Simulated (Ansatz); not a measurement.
System: Mo4W.

Input

```
crystal:
  lattice:
    - [-3.5397002, 3.5397002, 1.5823731]
    - [3.5397002, -3.5397002, 1.5823731]
    - [3.5397002, 3.5397002, -1.5823731]
  atoms:
    - { symbol: Mo, position: [0.3998045, 0.1999315, 0.599736] }
    - { symbol: Mo, position: [0.8000685, 0.3998045, 0.199873] }
    - { symbol: Mo, position: [0.1999315, 0.6001955, 0.800127] }
    - { symbol: Mo, position: [0.6001955, 0.8000685, 0.400264] }
    - { symbol: W, position: [0.0, 0.0, 0.0] }
basis:
  ecutwfc: 420
kpoints:
  mp_grid: { grid: [14, 14, 14] }
hamiltonian:
  xc: pbe
scf:
  occupations: { method: gaussian, width: 0.1 }
output:
  forces: true
  stress: true
  eigenvalues: true
  write_density: true
  write_potential: true
  elf: true
  volumetric_format: npy
relax:
  adjacent_minimum: "off"
  f_tol: 0.01
  max_steps: 80
  cell: { stress_tol: 0.05 }
```

Launched as:

```sh
ansatz run input.yaml --threads 1 --pin off --max-ram 3072MiB --backend cpu --events-out ev --progress --plain --runs-dir out
```

Below, planes, directions and counts refer to the conventional cell (a = 7.08 Å, b = 7.08 Å, c = 3.16 Å, α = 90.00°, β = 90.00°, γ = 90.00°).

The fields are those of the run's last geometry, not of the input's.

Space group I4/m; a structure generated by program, which may or may not match a known phase; computed without spin polarisation.

Theory: Ansatz, DFT PBE, scalar-relativistic, plane waves, PAW.

> What will maps of the valence pseudo-density and electron localisation function show?

Mo–Mo (2.74 Å): the density is about 0.37 e/Å³ at the midpoint; the ELF is about 0.30 at the midpoint.
Mo–W (2.74 Å): ρ at the midpoint is about 0.39 e/Å³; the ELF is about 0.35 at the midpoint.

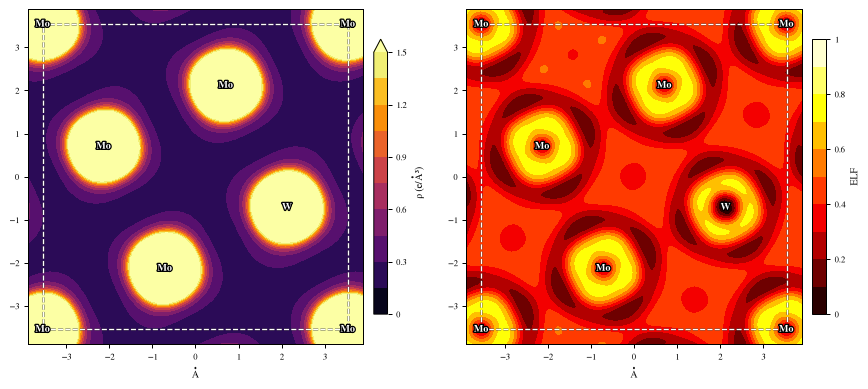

Computed valence pseudo-density and electron localisation function on the (001) plane of the conventional cell, in this order. 

Core electrons are frozen (PAW), and the valence fields are smoothed inside the atomic spheres.
